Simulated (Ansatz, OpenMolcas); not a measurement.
**How basis sets differ on AlCl2F (SMILES [F][Al]([Cl])[Cl])**

AlCl2F: 4 atoms, total charge 0, spin state singlet. SMILES: `[F][Al]([Cl])[Cl]`. The shape is that of a PBE0-D4/def2-TZVP optimisation.

Each level gives the HOMO–LUMO gap (eV). The values are calculated.

```json
{"level": "PBE0/ANO-RCC-MB (DKH2)", "kind": "global hybrid", "program": "OpenMolcas", "value (eV)": "7.99", "CPU time": "3.6 s"}
{"level": "PBE0/ANO-RCC-VDZ (DKH2)", "kind": "global hybrid", "program": "OpenMolcas", "value (eV)": "7.90", "CPU time": "4.7 s"}
{"level": "PBE0/ANO-RCC-VDZP (DKH2)", "kind": "global hybrid", "program": "OpenMolcas", "value (eV)": "8.24", "CPU time": "10 s"}
{"level": "PBE0/def2-SVPD", "kind": "global hybrid", "program": "Ansatz", "value (eV)": "8.19", "CPU time": "6 s"}
{"level": "PBE0/ANO-RCC-VTZP (DKH2)", "kind": "global hybrid", "program": "OpenMolcas", "value (eV)": "8.29", "CPU time": "45 s"}
```

The values span 7.90 to 8.29 eV. Orbital gaps aren't excitation energies. Times are those of the runs behind each value, whatever else they computed, on shared processors of several kinds: orders of magnitude only.

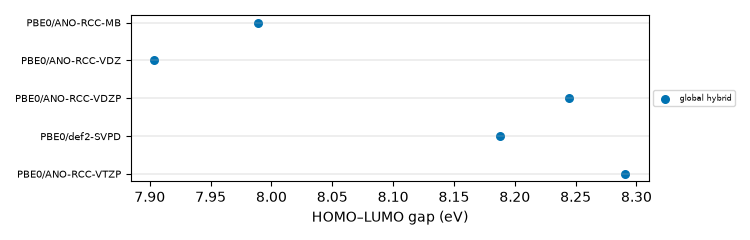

The values of the table, level by level.
